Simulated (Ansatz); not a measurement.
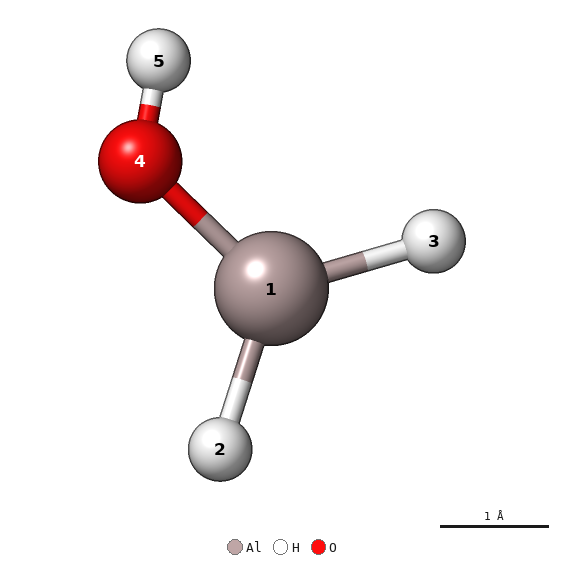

Atoms carry their numbers in the input. The geometry was computed by an optimisation with PBE0-D4/def2-TZVP.

**What is the geometry at Al1?**

Al1 has 3 neighbours (H2 at 1.58, H3 at 1.58, O4 at 1.70 Å); the arrangement is trigonal planar.

**How are the neighbours of atom 4 arranged?**

O4 has 2 neighbours (Al1 at 1.70, H5 at 0.96 Å); the arrangement is bent.
